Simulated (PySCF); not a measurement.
B(H)2(Et), SMILES CCB (C₂H₇B) at its CAM-B3LYP/def2-SVP optimised geometry (Å):

```
10

B      0.7610    -0.6346     0.0000
H      1.9700    -0.6346     0.0000
H      0.1890    -1.7009     0.0045
C     -0.0061     0.7194     0.0000
C     -1.5321     0.6910    -0.0184
H      0.3962     1.3087    -0.8485
H      0.3743     1.2822     0.8770
H     -1.9312     0.1488     0.8526
H     -1.9103     0.1777    -0.9159
H     -1.9700     1.7009    -0.0074
```

Computed with CAM-B3LYP/def2-TZVP run with PySCF 2.14.0.

Map of the electrostatic potential (hartree/e), clipped to [-0.08, 0.12] on the plane z = 1.5 Å:

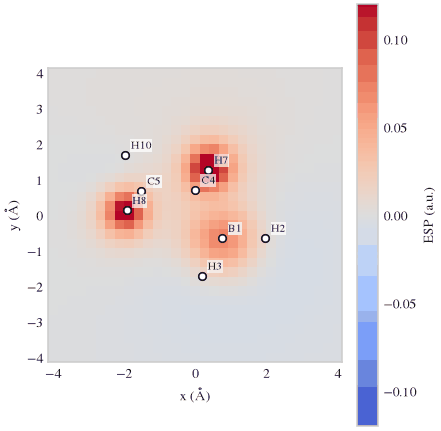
Figure. Electrostatic potential (hartree/e), clipped to [-0.08, 0.12] on the plane z = 1.5 Å.
